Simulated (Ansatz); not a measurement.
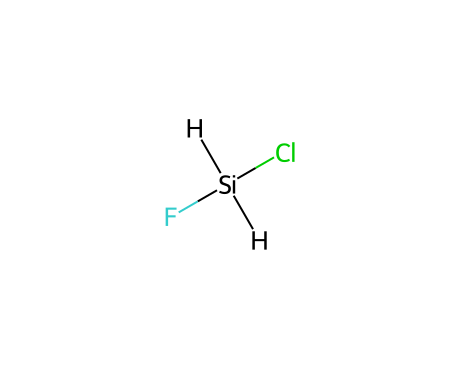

Structural formula above. Computed geometry: PBE-D4/def2-SVP optimisation. No frequency run is at hand to confirm it as a minimum.

What does the molecule look like in three dimensions?

It has 5 atoms: 1 chlorine, 1 fluorine, 2 hydrogen and 1 silicon (ClFH2Si). SMILES: `F[SiH2]Cl`. Among its groups: Si–H bond. The point group is Cs. Coordination: 1 Si tetrahedral.

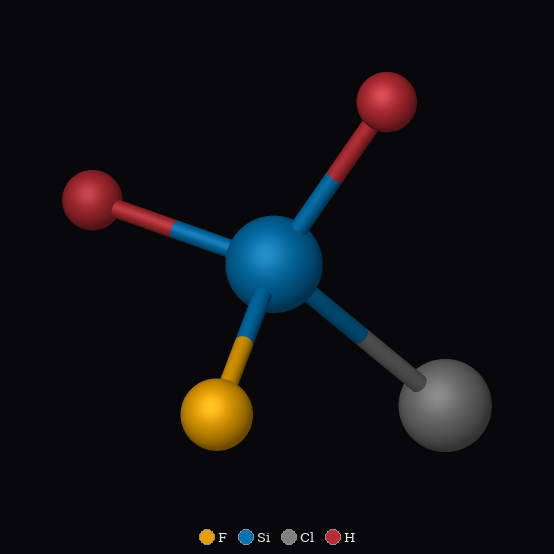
